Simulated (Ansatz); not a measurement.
# C2H5FSi: how energies converge with the basis set

Aim: see how fast density functionals converge with the basis set for C2H5FSi.

Program: Ansatz 0.2.0, Gaussian basis. Level of theory: one geometry, several basis sets. These are calculated values, not measurements.

Plan: PBE0-D4/def2-SVP; ωB97M-V/def2-SVP; PBE0-D4/def2-QZVPP; ωB97M-V/def2-QZVPP; the functionals' def2-TZVPP values are taken from earlier runs.

**1. Structure used throughout**

The geometry comes from an earlier relaxation with PBE0-D4 in a triple-zeta def2 set; it is a stationary point, not always the lowest conformer.

9 atoms, charge 0, spin multiplicity 1.

Atoms are counted from 1 here; the program's logs count them from 0.

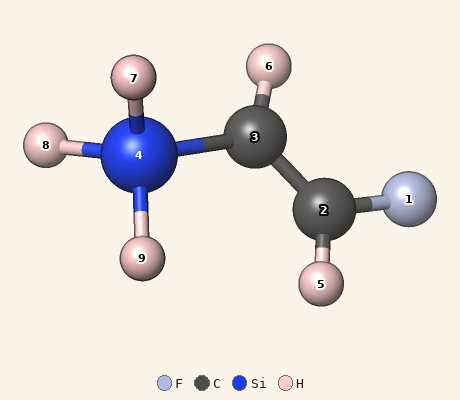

The geometry (fluorine light blue, carbon dark grey, silicon blue, hydrogen pink); atoms are numbered from 1 in the order of the file.

Coordinates:

```xyz
9
C2H5FSi
F    -1.2599    2.3609    0.5064
C    -0.5783    1.3550   -0.0480
C    -0.3367    0.2199    0.5849
Si    0.6141   -1.1450   -0.2289
H    -0.2642    1.5996   -1.0581
H    -0.7161    0.1181    1.5986
H     1.8437   -1.4656    0.5428
H    -0.2067   -2.3816   -0.3163
H     0.9925   -0.7076   -1.5985
```

**2. PBE0-D4 in def2-SVP**

in.yaml reads:

```yaml
crystal:
  periodic: [false, false, false]
  atoms:
    - {symbol: F, position_ang: [-1.259910, 2.360947, 0.506445]}
    - {symbol: C, position_ang: [-0.578298, 1.355015, -0.047994]}
    - {symbol: C, position_ang: [-0.336667, 0.219878, 0.584949]}
    - {symbol: Si, position_ang: [0.614064, -1.145010, -0.228863]}
    - {symbol: H, position_ang: [-0.264164, 1.599597, -1.058088]}
    - {symbol: H, position_ang: [-0.716107, 0.118066, 1.598614]}
    - {symbol: H, position_ang: [1.843722, -1.465586, 0.542810]}
    - {symbol: H, position_ang: [-0.206653, -2.381573, -0.316290]}
    - {symbol: H, position_ang: [0.992513, -0.707635, -1.598485]}
basis:
  gaussian: {orbitals: def2-SVP}
hamiltonian: {xc: pbe0, dispersion: d4}
output: {orbitals: {seedname: orbitals}}
```

Started as:

```bash
$ ansatz run in.yaml --threads 2 --pin off --events-out ev --progress --plain --max-ram 4352MiB
```

Further steps of the session: ωB97M-V in def2-SVP; PBE0-D4 in def2-QZVPP; ωB97M-V in def2-QZVPP.

**Question.** What will the summary of the whole plan be? Wanted: PBE0-D4: double and triple zeta above quadruple; ωB97M-V: double and triple zeta above quadruple.

The runs gave:

| quantity | value |
| --- | --- |
| PBE0-D4: double and triple zeta above quadruple | 9.02, 0.53 eV |
| ωB97M-V: double and triple zeta above quadruple | 9.22, 0.50 eV |

In words: PBE0-D4 gains 8.49 eV from double to triple zeta, then 0.53 eV more. These are total energies; as a rule much of such shifts cancels in differences, which this series doesn't test.
